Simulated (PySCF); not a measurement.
C3H3NS, SMILES `c1cscn1`.

Method: cc-pVDZ basis; geometry: GFN2-xTB; program: PySCF. No frequency check shows the geometry to be a minimum. GFN2-xTB bond lengths at metals and heavier atoms can be off by up to 0.1 Å and shapes distorted, which carries into these values.

The calculation's input:

```python
import numpy as np
from pyscf import gto, scf, mcscf

mol = gto.M(atom='''
C      1.28997    -0.58378     0.00000
C      0.08185    -1.20557     0.00000
S     -1.18573    -0.04469     0.00000
C      0.03252     1.19448     0.00000
N      1.23931     0.76835     0.00000
H      2.24771    -1.07109     0.00000
H     -0.13666    -2.25366     0.00000
H     -0.24055     2.23053     0.00000
''', basis='cc-pvdz', charge=0, spin=0, verbose=4)
# stretch the bond between atoms 4 and 8, from long to short, fragments rigid
a, b, move = 3, 7, [7]
xyz = mol.atom_coords(unit='Angstrom')
u = xyz[b] - xyz[a]
r0 = np.linalg.norm(u)
rows, last, dm_u = [], None, None
for r in [3.0, 2.35, 1.93, 1.66, 1.44, 1.28, 1.18, 1.07, 0.98]:
    new = xyz.copy()
    new[move] += u / r0 * (r - r0)
    m = mol.set_geom_(new, unit='Angstrom', inplace=False)
    rhf = scf.RHF(m).density_fit(auxbasis='def2-universal-jkfit').run()
    uhf = scf.UHF(m).density_fit(auxbasis='def2-universal-jkfit').newton()
    if dm_u is None:
        c = rhf.mo_coeff
        h = m.nelectron // 2 - 1
        ca, cb = c.copy(), c.copy()
        ca[:, h], cb[:, h] = (c[:, h] + c[:, h + 1]) / 2**.5, (c[:, h] - c[:, h + 1]) / 2**.5
        dm_u = np.array([x[:, :h + 1] @ x[:, :h + 1].T for x in (ca, cb)])
    uhf.kernel(dm0=dm_u)
    for _ in range(3):
        c, _, stable, _ = uhf.stability(return_status=True)
        if stable:
            break
        uhf.kernel(c, uhf.mo_occ)
    dm_u = uhf.make_rdm1()
    mc = mcscf.CASSCF(rhf, 2, 2)
    mc.natorb = True
    mc.fix_spin_(ss=0)
    guess = mcscf.addons.make_natural_orbitals(uhf)[1] if last is None else mcscf.project_init_guess(mc, last.mo_coeff, last.mol)
    mc.kernel(guess)
    last = mc
    act = slice(mc.ncore, mc.ncore + mc.ncas)
    print('r %.3f  RHF %.6f  UHF %.6f  <S^2> %.3f  CASSCF %.6f  occupations' % (r, rhf.e_tot, uhf.e_tot, uhf.spin_square()[0], mc.e_tot), mc.mo_occ[act].round(4))
    rows.append((new, rhf.e_tot, uhf.e_tot, uhf.spin_square()[0], mc.e_tot, mc.mo_occ[act], mc.mo_coeff[:, act], dm_u[0] - dm_u[1], rhf.converged and uhf.converged and mc.converged))
    np.savez('result.npz', **{k: [row[i] for row in rows] for i, k in enumerate('xyz rhf uhf s2 cas occ c spin ok'.split())})
```

Command:

```sh
OMP_NUM_THREADS=1 python input.py
```

The run took 4.4 min on 1 thread of Arm Neoverse V2, with other jobs on the host, peak memory 0.23 GiB.

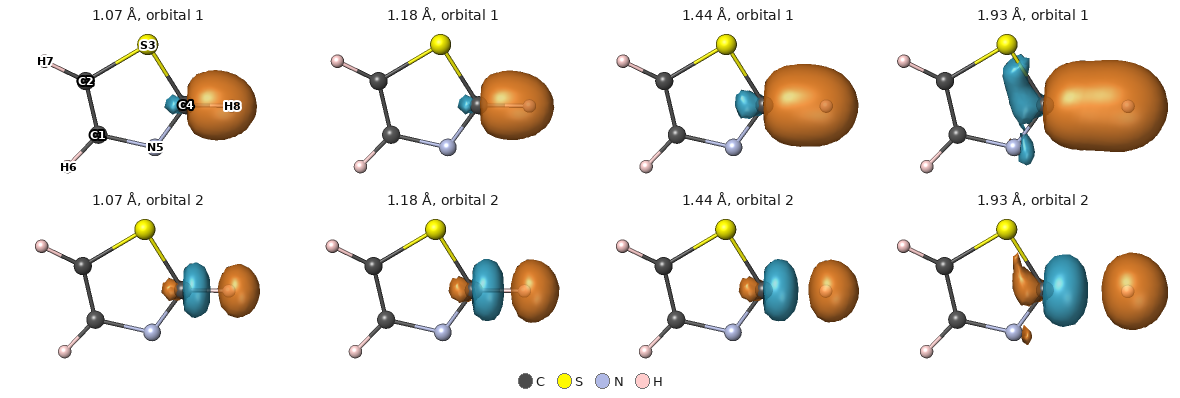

Rigid stretch of the C4–H8 bond. The two CASSCF(2,2) natural orbitals nearest half filling (orbital 1 the more occupied).

> How do the occupations change along the stretch?

1.07 Å: 1.98 and 0.02; 1.18 Å: 1.98 and 0.02; 1.44 Å: 1.95 and 0.05; 1.93 Å: 1.82 and 0.18. At the longest distance computed (3.00 Å) they are 1.27 and 0.73, and the effective number of unpaired electrons is 1.7.

UHF's ⟨S²⟩ passes 1 along the scan (up to 1.32), so it also polarises electrons outside the stretched bond; its energy lowering isn't due to that bond alone.

UHF already breaks spin symmetry near equilibrium here (⟨S²⟩ = 0.06 at 1.07 Å), for reasons apart from this bond.

> How much energy does the stretch cost?

By CASSCF, 4.6 eV from the lowest point of the scan (1.07 Å) to 3.00 Å; RHF gives 7.8 eV from its own lowest point. The fragments aren't relaxed and dynamic correlation is missing, so this isn't a bond dissociation energy.
